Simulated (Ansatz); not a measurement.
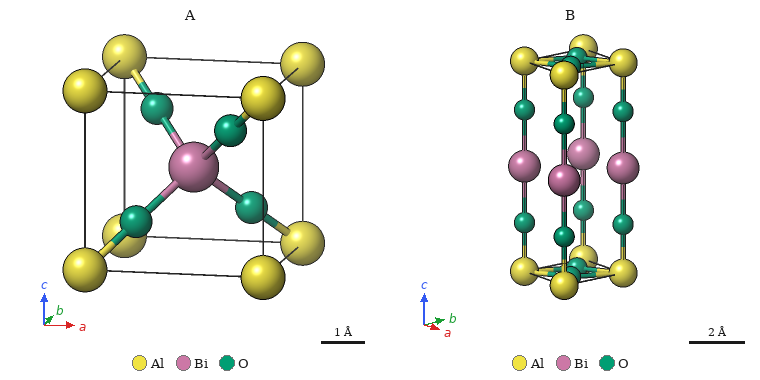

Two structures of AlBiO4, each relaxed to rest (conventional cells in solid outline, small ones repeated, not to one scale). Method: DFT PBE, scalar-relativistic, plane waves, PAW (Ansatz), without spin polarisation.

> Which structures are these?

A: 6 atoms a cell on a primitive cubic lattice, P-43m. B: 6 atoms a cell on a primitive hexagonal lattice, P6/mmm.

> Compare their energies: which is lower?

A is lower, by 700 meV/atom at this level of theory (energies at zero smearing). Volumes: A 13.6, B 15.1 Å³/atom.

One or both may be structure types tried for this composition rather than known phases.
